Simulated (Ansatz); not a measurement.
# CH3BFN (SMILES BN=CF) at HF/3-21G

Aim: the vertical electron affinity of CH3BFN at HF/3-21G, from 2 runs. 

The calculation is run with Ansatz 0.2.0.

93 further runs of the same task are left out: 93 set aside as unsound or not needed.

**1. The structure to begin with**

CH3BFN has 7 atoms, charge 0, and is taken as a singlet. As SMILES, `BN=CF`. The shape is that of a PBE0-D4/def2-TZVP optimisation.

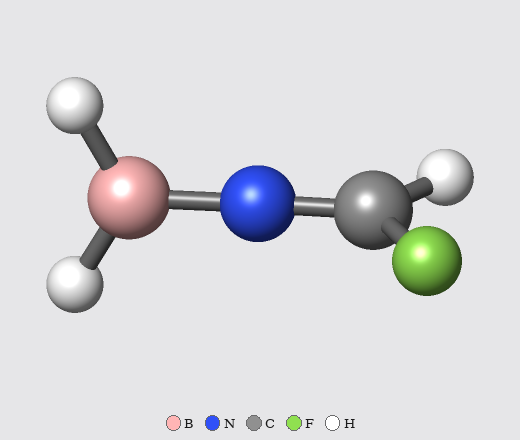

Viewed from a chosen angle; boron pink, nitrogen blue, carbon grey, fluorine green, hydrogen white.

**2. A single-point energy at HF/3-21G**

The input, run.yaml:

```yaml
crystal:
  periodic: [false, false, false]
  atoms:
    - {symbol: B, position_ang: [-0.480500, 1.089800, 0.570900]}
    - {symbol: N, position_ang: [0.018600, -0.008400, -0.066500]}
    - {symbol: C, position_ang: [0.466800, -1.006900, -0.611700]}
    - {symbol: F, position_ang: [0.739900, -2.132000, 0.060700]}
    - {symbol: H, position_ang: [0.284400, 1.897100, 1.009900]}
    - {symbol: H, position_ang: [-1.666300, 1.214200, 0.659800]}
    - {symbol: H, position_ang: [0.698200, -1.122000, -1.669000]}
basis:
  gaussian:
    orbitals: 3-21G.json
hamiltonian:
  xc: hf
accuracy: high
output: {orbitals: {seedname: orbitals}}
```

The basis set 3-21G is read from a file made from the Basis Set Exchange's data (not shown).

The run is started by

```
ansatz run run.yaml --threads 1 --pin off --max-ram 3480MiB --events-out events.jsonl --progress --plain --runs-dir runs
```

The log of the run:

```text
Warning: RAYON_NUM_THREADS=1 ignored (pool sized by the plan → 1); use --threads N
Functional definition: HF
  name "HF"
  exchange = exact_x
  correlation = 0
949 factors; integrals over basis functions are off by at most 4.5e-9 eV
mean field evaluation 1: about -5902.1871 eV, gradient 3.1e1 eV
mean field evaluation 2: about -5902.1845 eV, gradient 3.1e1 eV
mean field evaluation 4: about -5904.4914 eV, gradient 2.7e0 eV
mean field evaluation 8: about -5904.5312 eV, gradient 1.3e-1 eV
mean field -5904.53131756 eV, -216.9875236853 hartree, gradient 3.2e-8 eV, S^2 0.000000; 0 other end points of the search recorded, 0 dependent functions left out
reference -5904.53131756 eV, -216.9875236853 hartree; 15, 15 occupied and 27, 27 virtual orbitals, 949 factors
Total energy: -5904.53131756 eV, -216.9875236853 hartree
```

Wall time 0.56 s (1 thread of Intel Xeon Platinum 8259CL at 2.50GHz (Skylake/Cascade Lake), shared host); peak memory 0.1 GiB.

**3. The doublet anion, same level**

The input, input.yaml:

```yaml
crystal:
  periodic: [false, false, false]
  atoms:
    - {symbol: B, position_ang: [-0.480500, 1.089800, 0.570900]}
    - {symbol: "N", position_ang: [0.018600, -0.008400, -0.066500]}
    - {symbol: C, position_ang: [0.466800, -1.006900, -0.611700]}
    - {symbol: F, position_ang: [0.739900, -2.132000, 0.060700]}
    - {symbol: H, position_ang: [0.284400, 1.897100, 1.009900]}
    - {symbol: H, position_ang: [-1.666300, 1.214200, 0.659800]}
    - {symbol: H, position_ang: [0.698200, -1.122000, -1.669000]}
basis:
  gaussian:
    orbitals: 3-21G.json
total_charge: -1
magnetization:
  spin_polarized: true
  initial_magnetization: 1
hamiltonian:
  xc: hf
accuracy: high
output:
  orbitals: {seedname: orbitals}
```

The basis set 3-21G is read from a file made from the Basis Set Exchange's data (not shown).

The run is started by

```
ansatz run input.yaml --threads 1 --pin off --max-ram 3480MiB --events-out events.jsonl --progress --plain --runs-dir runs
```

The log of the run (excerpt; [...] marks lines left out):

```text
Warning: RAYON_NUM_THREADS=1 ignored (pool sized by the plan → 1); use --threads N
[... 2 set-up lines as earlier in the session ...]
[...]
950 factors; integrals over basis functions are off by at most 4.5e-9 eV
[...]
mean field -5901.73687196 eV, -216.8848297036 hartree, gradient 1.5e-8 eV, S^2 0.764801; 3 other end points of the search recorded, 0 dependent functions left out
reference -5901.73687196 eV, -216.8848297036 hartree; 16, 15 occupied and 26, 27 virtual orbitals, 950 factors
Total energy: -5901.73687196 eV, -216.8848297036 hartree
```

Wall time 2.4 s (1 thread of Intel Xeon Platinum 8259CL at 2.50GHz (Skylake/Cascade Lake), shared host); peak memory 0.12 GiB.

**4. Outcome**

At HF/3-21G:

```
                                         quantity          value
                     singlet CH3BFN: total energy  -216.98752 Eh
                      singlet CH3BFN: HOMO energy      -11.55 eV
                      singlet CH3BFN: LUMO energy        3.77 eV
                    singlet CH3BFN: HOMO–LUMO gap       15.31 eV
                      doublet anion: total energy  -216.88483 Eh
doublet anion: HOMO energy (highest over α and β)        1.37 eV
 doublet anion: LUMO energy (lowest over α and β)       10.12 eV
                              doublet anion: ⟨S²⟩          0.765
vertical electron affinity (to the doublet anion)      -2.794 eV
```

In words: The anion lies 2.79 eV (64 kcal/mol) above the neutral: the electron isn't bound at this level, and such a value depends on the basis. Without diffuse functions anions come out too high. Hartree–Fock misses the correlation that binds many anions. The HOMO (doublet anion) lies at positive energy, 1.37 eV: the electron is unbound at this level or held by a compact basis; values depend on the basis.
